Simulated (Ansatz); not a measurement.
## Electronic structure of CH$_{5}$FSi$_{2}$ (SMILES F[Si]C[SiH3]) in real space

```yaml
atoms:
  - { symbol: C, position_ang: [-1.7625, -0.9542, -0.2106] }
  - { symbol: F, position_ang: [-2.8356, 1.4073, 0.4830] }
  - { symbol: Si, position_ang: [-1.7255, 0.3793, 1.1431] }
  - { symbol: Si, position_ang: [-1.3600, -0.2946, -1.9440] }
  - { symbol: H, position_ang: [-1.0713, -1.7736, 0.0522] }
  - { symbol: H, position_ang: [-2.7862, -1.3747, -0.2590] }
  - { symbol: H, position_ang: [-0.9732, -1.4065, -2.8608] }
  - { symbol: H, position_ang: [-2.5347, 0.4225, -2.5094] }
  - { symbol: H, position_ang: [-0.2125, 0.6608, -1.8703] }
```

Geometry: B3LYP-D3(BJ)/def2-SVP.

All numbers below come from Ansatz 0.2.0, isolated molecule in a Gaussian basis; Kohn-Sham density functional theory, functional PBE0.

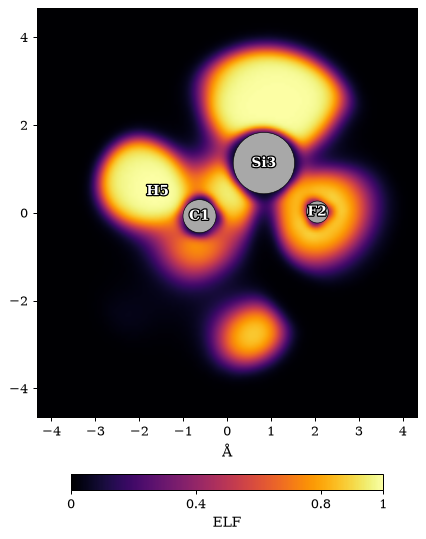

Figure 1. ELF on the plane of atoms C1, Si3 and F2. Grey discs cover the atomic cores.

Q: Interpret the plot.

A: The section cuts through C, F, Si and H sites.
Si–F (1.65 Å): the ELF peaks at about 0.85 in the valence shell of F, 0.6 Å from its nucleus, and is about 0.55 at the midpoint.
C–Si (1.90 Å): the ELF peaks at about 0.95 between the atoms; a covalent bond.
C–H (1.10 Å): the ELF climbs to about 1 towards the hydrogen, as it does in any bond to H: a covalent bond by its length.
The ELF also peaks beside F2 and Si3, away from the bonds: lone-pair regions.

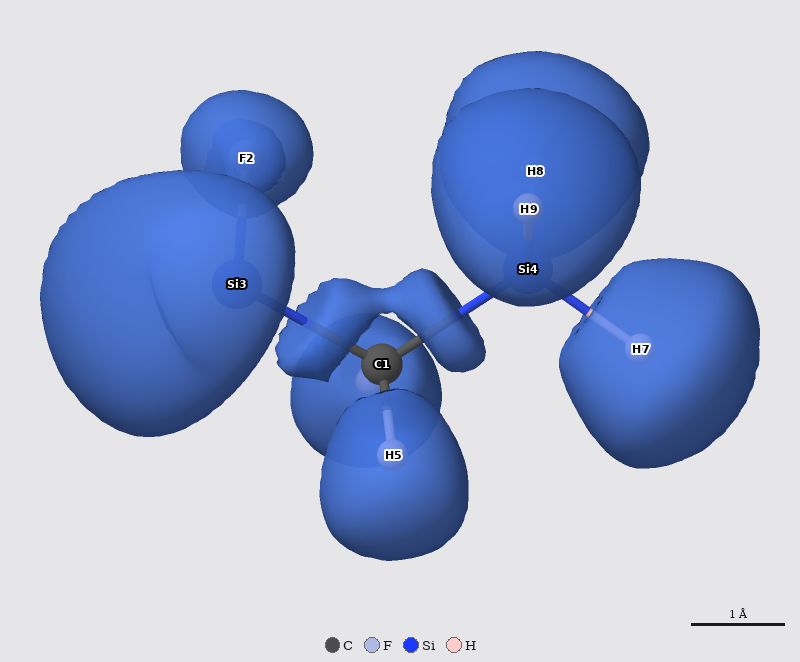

Figure 2. Isosurface of the ELF at 0.8 (blue), seen across its widest extent. Only the valence region is drawn (cores and ρ < 0.01 e/Å³ removed).

Q: Where are the electrons localised?

A: The surface consists of five regions around hydrogen nuclei, one region on C in which the atom's valence shell and bonds are merged, one lobe on Si, pointing away from the bonds (lone pairs) and one region wrapped around F (its lone pairs, merged into a ring or cap).

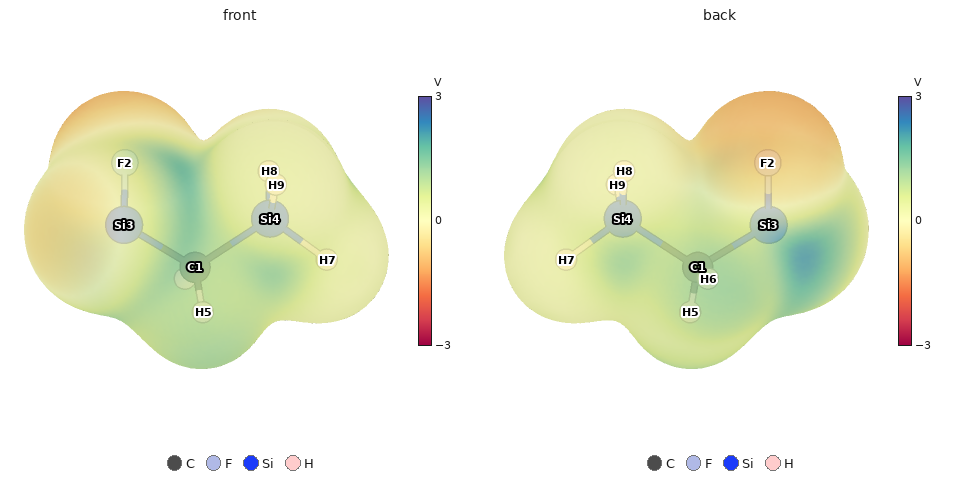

Figure 3. The molecular electrostatic potential painted on the density surface at 0.002 e/bohr³, seen from the front and from behind; the colour scale runs from red (negative) to blue (positive).

Q: Where is the surface potential most negative and most positive?

A: The most negative region (about −1.0 V, or −23 kcal/mol for a unit charge) lies over F2, the most positive (about +2.0 V, or +46 kcal/mol for a unit charge) over Si3.

Q: How polar is the molecule by this calculation?

A: Its dipole moment is 1.79 D.

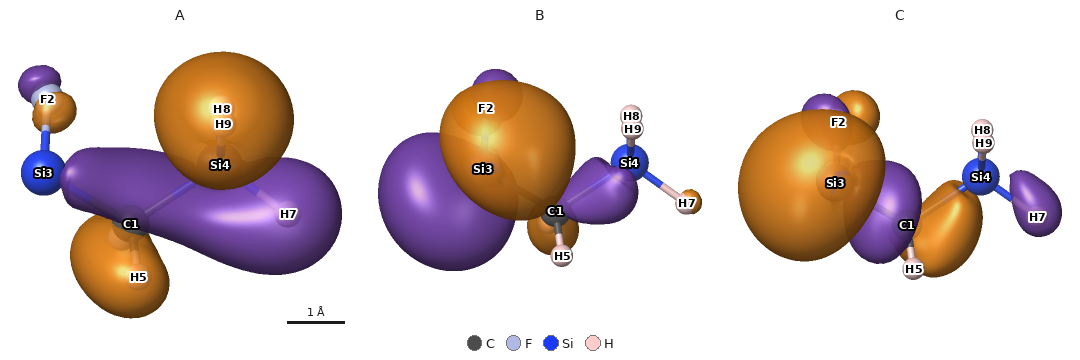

Figure 4. Three frontier orbitals at ±0.08 Å⁻³ᐟ² (orange and purple are the two phases), in no order.

Q: Order the three orbitals by energy and name them.

A: A is the HOMO−1 (−9.50 eV). It lies mainly on Si4 (about 35 %), H9 (about 25 %), C1 (about 15 %) and H7 (about 15 %). C is the HOMO (−6.83 eV). It lies mainly on Si3 (about 65 %), C1 (about 20 %) and F2 (about 5 %). B is the LUMO (−2.33 eV). By Hirshfeld shares it lies mainly on Si3 (about 80 %) and F2 (about 5 %).

Q: What is the HOMO–LUMO gap?

A: 4.50 eV between the orbital energies.
